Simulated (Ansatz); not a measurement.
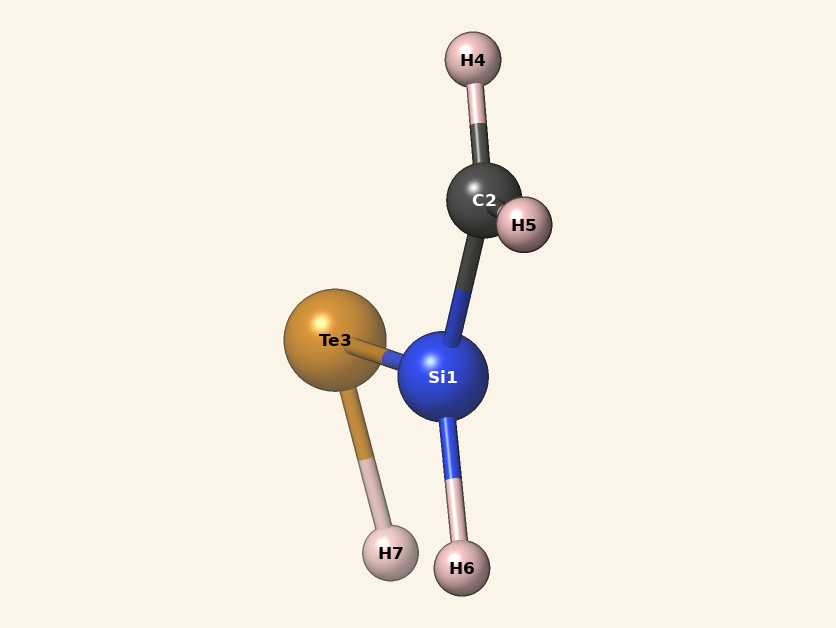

Te3 lies behind Si1. The molecule seen a little off the Si1–Te3 bond, Si1 in front. Atoms fade into the background with distance from the viewer. The computed structure is the end point of a PBE0-D4/def2-TZVP optimisation. No frequency run is at hand to confirm it as a minimum.

> What is the torsion angle C2–Si1–Te3–H7? The sign is positive where the front bond must turn clockwise to cover the back bond.

165°, antiperiplanar (anti).
